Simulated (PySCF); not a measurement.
**C$_{2}$H$_{5}$F$_{2}$OSi$_{2}$ (doublet): density, localisation and related maps**

```
atom    x (Å)    y (Å)    z (Å)
   F   1.0132  -1.5164  -1.8446
   C   0.5637  -0.7435  -0.8296
   C  -0.8518  -0.3073  -0.9056
  Si  -1.0695   0.8920   0.5576
   F  -2.1785   0.3216   1.5689
   O   0.3702   0.7641   1.2737
  Si   1.5698  -0.1799   0.6266
   H  -1.5223  -1.1708  -0.8212
   H  -1.0629   0.1247  -1.8881
   H  -1.3743   2.2758   0.2838
   H   2.6685   0.7305   0.3191
   H   1.8752  -1.1914   1.6333
```

Geometry: GFN2-xTB.

Computed with UKS B3LYP, pcH-1 on C F H O Si, non-relativistic, mean-field spin-orbit, GIAO in PySCF 2.14.0, density-fitted response routines.

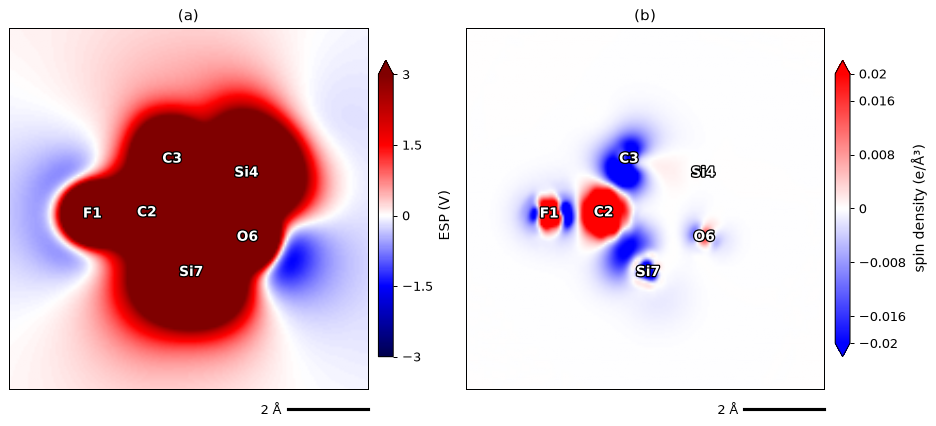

Figure 1. (a) molecular electrostatic potential; (b) spin density on the plane of atoms F1, C2 and Si7.

Question: Read the bonding off the picture.

Answer:
- The plane passes through F, C, Si and O nuclei.
- The unpaired spin (1 electron) lies mostly on C2 (about 0.6) and F1 (about 0.1), in electrons by Hirshfeld's partition.
- Outside the dense part of the molecule the potential is most negative (−1.5 V) near O6.

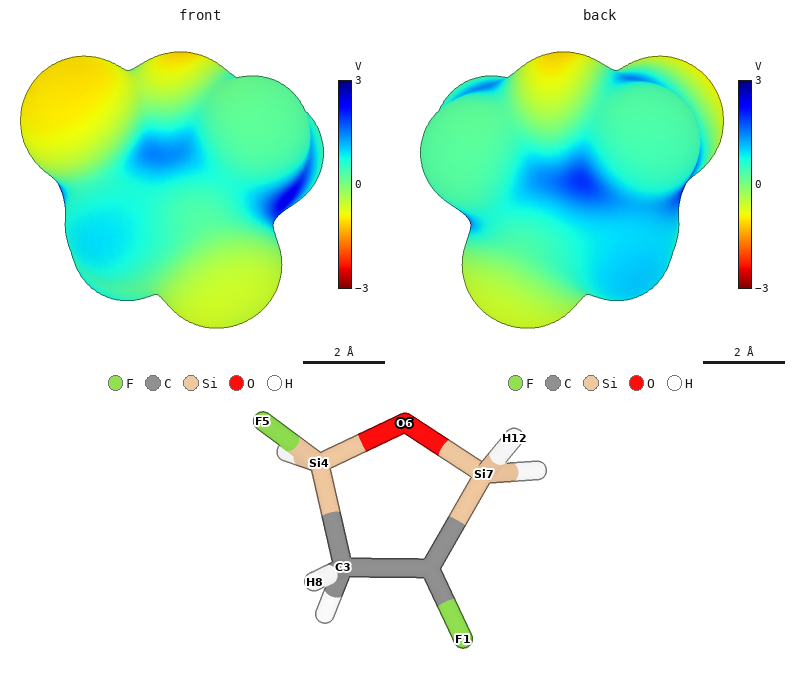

Figure 2. The molecular electrostatic potential painted on the density surface at 0.002 e/bohr³, seen from the front and from behind; the colour scale runs from red (negative) to blue (positive). The bare structure is drawn below in the same view.

Question: Where is the surface potential most negative and most positive?

Answer: The most negative region (about −1.1 V, or −25 kcal/mol for a unit charge) lies over F5 and O6, the most positive (about +2.2 V, or +51 kcal/mol for a unit charge) over Si7.
